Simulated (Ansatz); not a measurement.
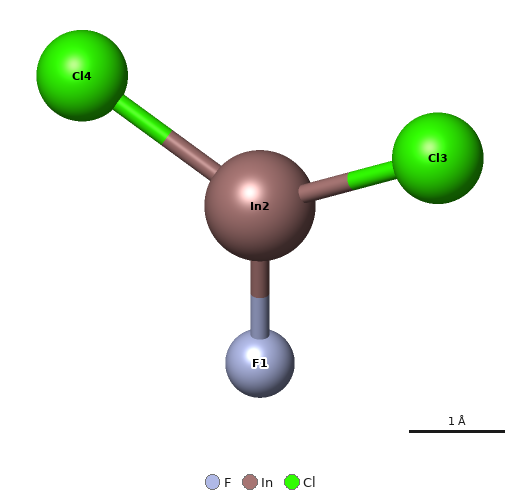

*The input geometry (ball-and-stick view, seen at a tilt; atoms are numbered from 1 in the order of the input). Sticks mark near contacts.*

Bond lengths as drawn: Cl–In 2.34 Å and F–In 1.96 Å.

## Frequency calculation of InCl$_{2}$F

The run: frequency calculation of InCl$_{2}$F. Method and program: PBE/def2-SVP, RKS, core potentials def2-SVP (Ansatz 0.2.0).

The geometry was optimised with PBE/def2-SVP. Figures and captions count atoms from 1; the log counts them from 0 in places.

Input file:
```yaml
basis:
  gaussian: {orbitals: def2-SVP}
crystal:
  periodic: [false, false, false]
  atoms:
    - {symbol: F, position_ang: [0.236627, 1.018684, 1.723383]}
    - {symbol: In, position_ang: [0.020762, 0.016882, 0.048357]}
    - {symbol: Cl, position_ang: [1.218031, -1.973700, -0.213276]}
    - {symbol: Cl, position_ang: [-1.419920, 0.877834, -1.578764]}
total_charge: 0
hamiltonian: {xc: pbe}
phonons: {temperatures: {t_min: 298.15, t_max: 298.15, t_step: 1}}
```

Run as:
```bash
ansatz run job.yaml --threads 1 --pin off --max-ram 3480MiB --events-out events.jsonl --progress --plain --runs-dir runs
```

Log:
```
Functional definition: PBE
  name "PBE"
  parameter kappa = 0.804
  parameter beta = 0.06672455060314922
  exchange = pbe_x(kappa = kappa, mu = beta*pi^2/3)
  correlation = pbe_c(beta = beta)
854 factors; their error is unknown
mean field evaluation 1: about -32912.5039 eV, gradient 4.4e1 eV
mean field evaluation 2: about -32828.0335 eV, gradient 2.1e2 eV
mean field evaluation 4: about -32915.6328 eV, gradient 1.8e1 eV
mean field evaluation 8: about -32916.4081 eV, gradient 1.1e-1 eV
mean field evaluation 16: about -32916.3698 eV, gradient 7.7e-5 eV
mean field -32916.36984536 eV, -1209.6542803001 hartree, gradient 7.7e-5 eV, S^2 0.000000; 0 other end points of the search recorded, 0 dependent functions left out
the calculation of the forces begins
reference -32916.36989140 eV, -1209.6542819922 hartree; 32, 32 occupied and 44, 44 virtual orbitals, 854 factors
these checks for a lower state are left out or cut short: stability, starts, cluster_reference, orbital_swaps, neighbouring_geometries, increment
854 factors; their error is unknown
mean field -32916.36982200 eV, -1209.6542794415 hartree, gradient 7.6e-7 eV, S^2 0.000000; 0 other end points of the search recorded, 0 dependent functions left out
the calculation of the forces begins
reference -32916.36986804 eV, -1209.6542811335 hartree; 32, 32 occupied and 44, 44 virtual orbitals, 854 factors
these checks for a lower state are left out or cut short: stability, starts, cluster_reference, orbital_swaps, neighbouring_geometries, increment
854 factors; their error is unknown
mean field -32916.36982196 eV, -1209.6542794401 hartree, gradient 2.2e-6 eV, S^2 0.000000; 0 other end points of the search recorded, 0 dependent functions left out
the calculation of the forces begins
reference -32916.36986800 eV, -1209.6542811323 hartree; 32, 32 occupied and 44, 44 virtual orbitals, 854 factors
these checks for a lower state are left out or cut short: stability, starts, cluster_reference, orbital_swaps, neighbouring_geometries, increment
854 factors; their error is unknown
mean field evaluation 32: about -32916.3698 eV, gradient 5.7e-2 eV
mean field -32916.36979324 eV, -1209.6542783849 hartree, gradient 2.6e-6 eV, S^2 0.000000; 0 other end points of the search recorded, 0 dependent functions left out
the calculation of the forces begins
reference -32916.36983929 eV, -1209.6542800769 hartree; 32, 32 occupied and 44, 44 virtual orbitals, 854 factors
these checks for a lower state are left out or cut short: stability, starts, cluster_reference, orbital_swaps, neighbouring_geometries, increment
854 factors; their error is unknown
mean field -32916.36979301 eV, -1209.6542783765 hartree, gradient 2.7e-6 eV, S^2 0.000000; 0 other end points of the search recorded, 0 dependent functions left out
the calculation of the forces begins
reference -32916.36983906 eV, -1209.6542800686 hartree; 32, 32 occupied and 44, 44 virtual orbitals, 854 factors
these checks for a lower state are left out or cut short: stability, starts, cluster_reference, orbital_swaps, neighbouring_geometries, increment
854 factors; their error is unknown
mean field -32916.36980315 eV, -1209.6542787490 hartree, gradient 1.2e-6 eV, S^2 0.000000; 0 other end points of the search recorded, 0 dependent functions left out
the calculation of the forces begins
reference -32916.36984919 eV, -1209.6542804410 hartree; 32, 32 occupied and 44, 44 virtual orbitals, 854 factors
these checks for a lower state are left out or cut short: stability, starts, cluster_reference, orbital_swaps, neighbouring_geometries, increment
854 factors; their error is unknown
mean field -32916.36980318 eV, -1209.6542787499 hartree, gradient 1.6e-6 eV, S^2 0.000000; 0 other end points of the search recorded, 0 dependent functions left out
the calculation of the forces begins
reference -32916.36984922 eV, -1209.6542804421 hartree; 32, 32 occupied and 44, 44 virtual orbitals, 854 factors
these checks for a lower state are left out or cut short: stability, starts, cluster_reference, orbital_swaps, neighbouring_geometries, increment
854 factors; their error is unknown
mean field -32916.36984393 eV, -1209.6542802475 hartree, gradient 2.6e-6 eV, S^2 0.000000; 0 other end points of the search recorded, 0 dependent functions left out
the calculation of the forces begins
reference -32916.36988997 eV, -1209.6542819397 hartree; 32, 32 occupied and 44, 44 virtual orbitals, 854 factors
these checks for a lower state are left out or cut short: stability, starts, cluster_reference, orbital_swaps, neighbouring_geometries, increment
854 factors; their error is unknown
mean field evaluation 64: about -32916.4071 eV, gradient 7.7e-2 eV
mean field -32916.36984412 eV, -1209.6542802547 hartree, gradient 1.7e-6 eV, S^2 0.000000; 0 other end points of the search recorded, 0 dependent functions left out
the calculation of the forces begins
reference -32916.36989017 eV, -1209.6542819468 hartree; 32, 32 occupied and 44, 44 virtual orbitals, 854 factors
Total energy: -32916.36989140 eV, -1209.6542819922 hartree
Atom 0 at     0.236627     1.018684     1.723383 Å, force    -0.000001    -0.000003    -0.000004 eV/Å
Atom 1 at     0.020762     0.016882     0.048357 Å, force     0.000007     0.000031     0.000052 eV/Å
Atom 2 at     1.218031    -1.973700    -0.213276 Å, force    -0.000058     0.000046    -0.000052 eV/Å
Atom 3 at    -1.419920     0.877834    -1.578764 Å, force     0.000052    -0.000074     0.000005 eV/Å
Dipole moment:    -0.017701    -0.082148    -0.137352 e Å
Vibrations: 83.67 106.87 115.95 343.02 389.70 599.05 cm⁻¹, zero-point energy 0.101559 eV
```

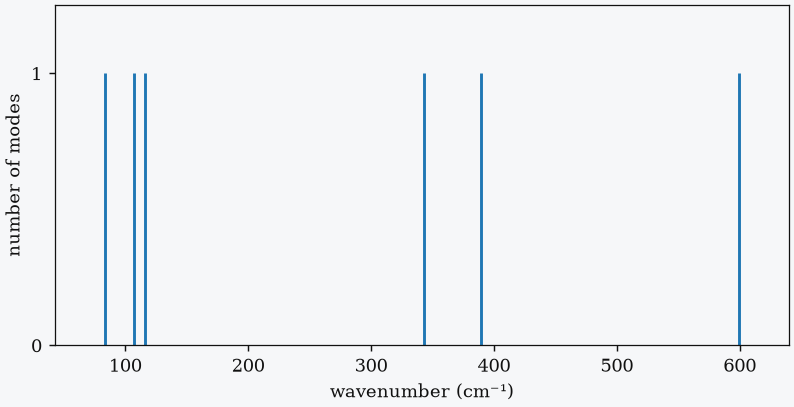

*Harmonic vibrational wavenumbers from the force constants; neighbouring modes closer than 3 cm⁻¹ are counted in one stick.*

6 modes from 84 to 599 cm⁻¹, none imaginary.

Results in brief:

```json
{"quantity": "outcome", "value": "converged"}
{"quantity": "total energy", "value": "−1209.654282 hartree"}
{"quantity": "basis functions", "value": "76"}
{"quantity": "largest force", "value": "0.000 eV/Å"}
{"quantity": "zero-point energy", "value": "0.003732 hartree"}
{"quantity": "dipole moment", "value": "0.77 D"}
{"quantity": "wavenumbers, lowest and highest", "value": "84 and 599 cm⁻¹"}
{"quantity": "hardware", "value": "1 thread of Arm Neoverse V2, 112 GiB of memory available, shared host"}
{"quantity": "wall time", "value": "12 s"}
{"quantity": "peak memory", "value": "0.11 GiB"}
```
